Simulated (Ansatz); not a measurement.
**SiH2 (triplet): inputs that go wrong at angle H2–Si1–H3 = 140.9°**

3 inputs are run for SiH2 (triplet) as typed; the log has to tell whether the result can be used and what must change.

The runs use Ansatz 0.2.0, Gaussian basis; the settings change from run to run.

10 further runs of the same task are left out: 1 for a mislabelled method, 5 that didn't finish, 4 set aside as unsound or not needed.

### 1 The geometry

The geometry derives from a PBE0/def2-TZVP stationary point (not a proven minimum). One angle is set to the value named; bond lengths are kept.

3 atoms, charge 0, spin multiplicity 3.

Atoms are counted from 1 here; the program's logs count them from 0.

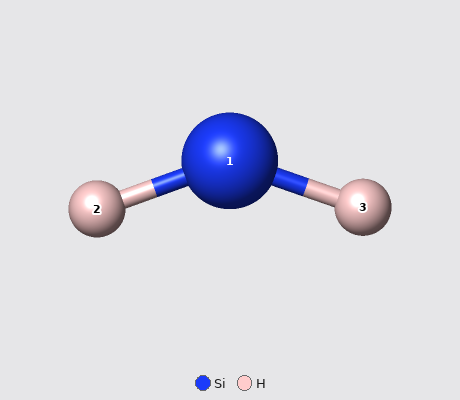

The structure; silicon blue, hydrogen pink; atoms are numbered from 1 in the order of the file.

### 2 Try 1

in.yaml

```yaml
crystal:
  periodic: [false, false, false]
  atoms:
    - {symbol: Si, position_ang: [0.000000, -0.033302, 0.000000]}
    - {symbol: H, position_ang: [0.000000, 0.463967, -1.400357]}
    - {symbol: H, position_ang: [0.000000, 0.463966, 1.400358]}
basis:
  gaussian: {orbitals: 6-31G}
magnetization: {spin_polarized: false, initial_magnetization: 2}
correlation: {active_space: {ras: {orbitals: [2, 2, 8], electrons: 26, max_holes: 2, max_particles: 2}, fixed_orbitals: true}}
output: {forces: true}
```

Command:

```bash
> ansatz run in.yaml --threads 1 --pin off --events-out ev --progress --plain --max-ram 2393MiB
```

Standard output:

```text
Functional definition: HF
  name "HF"
  cite "Fock, Z. Phys. 61, 126 (1930) doi:10.1007/BF01340294"
  parent pbe
  exchange = exact_x
  correlation = 0
204 factors; integrals over basis functions are off by at most 2.0e-4 eV
mean field evaluation 1: about -7889.6008 eV, gradient 6.8e0 eV
mean field evaluation 2: about -7889.6013 eV, gradient 6.8e0 eV
mean field evaluation 4: about -7890.1234 eV, gradient 3.3e-1 eV
mean field evaluation 8: about -7890.1254 eV, gradient 1.9e-4 eV
mean field -7890.12538135 eV, -289.9567596456 hartree, gradient 9.4e-7 eV, S^2 2.000000; 0 other end points of the search recorded, 0 dependent functions left out
reference -7890.12538135 eV, -289.9567596456 hartree; 9, 7 occupied and 8, 10 virtual orbitals, 204 factors
Error: 26 electrons in 12 orbitals form no window around the highest filled level of the reference
```

Wall time 0.09 s (1 thread of Arm Neoverse V1, shared host).

Diagnosis: The run stopped with an error. The electron count of the restricted space is wrong. To mend it, count the correlated electrons again.

### 3 Try 2

in.yaml

```yaml
crystal:
  periodic: [false, false, false]
  atoms:
    - {symbol: Si, position_ang: [0.000000, -0.033302, 0.000000]}
    - {symbol: H, position_ang: [0.000000, 0.463967, -1.400357]}
    - {symbol: H, position_ang: [0.000000, 0.463966, 1.400358]}
basis:
  gaussian: {orbitals: "6-31++G**"}
magnetization: {spin_polarized: false, initial_magnetization: 2}
correlation: {method: fic_mrcisd_q, electrons: outside_noble_gas, active_space: {window: {electrons: 4, orbitals: 4}, states: [{multiplicity: 3, weights: [1, 1]}], root: 2}}
scf: {lower_state_search: off}
```

Same command.

Standard output:

```text
Error: the active space averages no state 2, counted from zero
```

Run time: 0.03 s. Hardware: 1 thread of Arm Neoverse V1, shared host.

**Diagnosis.** The run was refused. The root asked for lies beyond the states averaged. To mend it, average more states or name a lower root.

### 4 Try 3

in.yaml

```yaml
crystal:
  periodic: [false, false, false]
  atoms:
    - {symbol: Si, position_ang: [0.000000, -0.033302, 0.000000]}
    - {symbol: H, position_ang: [0.000000, 0.463967, -1.400357]}
    - {symbol: H, position_ang: [0.000000, 0.463966, 1.400358]}
basis:
  gaussian: {orbitals: cc-pVDZ}
magnetization: {spin_polarized: false, initial_magnetization: 2}
correlation: {method: sc_nevpt2, electrons: outside_noble_gas, active_space: {window: {electrons: 40, orbitals: 30}}}
```

The command is unchanged.

Standard output:

```text
Functional definition: HF
  name "HF"
  cite "Fock, Z. Phys. 61, 126 (1930) doi:10.1007/BF01340294"
  parent pbe
  exchange = exact_x
  correlation = 0
269 factors; integrals over basis functions are off by at most 1.2e-3 eV
mean field evaluation 1: about -7890.6488 eV, gradient 7.7e0 eV
mean field evaluation 2: about -7890.6497 eV, gradient 7.7e0 eV
mean field evaluation 4: about -7891.2972 eV, gradient 5.2e-1 eV
mean field evaluation 8: about -7891.3014 eV, gradient 4.0e-4 eV
mean field -7891.30144084 eV, -289.9999790348 hartree, gradient 1.5e-6 eV, S^2 2.000000; 0 other end points of the search recorded, 0 dependent functions left out
reference -7891.30144084 eV, -289.9999790348 hartree; 9, 7 occupied and 19, 21 virtual orbitals, 269 factors
Error: 40 electrons in 30 orbitals form no window around the highest filled level of the reference
```

Run time: 0.12 s. Hardware: 1 thread of Arm Neoverse V1, shared host.

Diagnosis: The run stopped with an error. The active window can't be built from these electrons and orbitals. Cure: choose counts that fit the spin, the electrons and the basis.

### 5 How the runs ended

```csv
try,level,ended,cause,time
1,CISD/6-31G,stopped by an error,the electron count of the restricted space is wrong,0.09 s
2,"MRCISD+Q(4,4)/6-31++G**",refused,the root asked for lies beyond the states averaged,0.03 s
3,"NEVPT2(40,30)/cc-pVDZ",stopped by an error,the active window can't be built from these electrons and orbitals,0.12 s
```

2 stopped by an error, 1 refused.
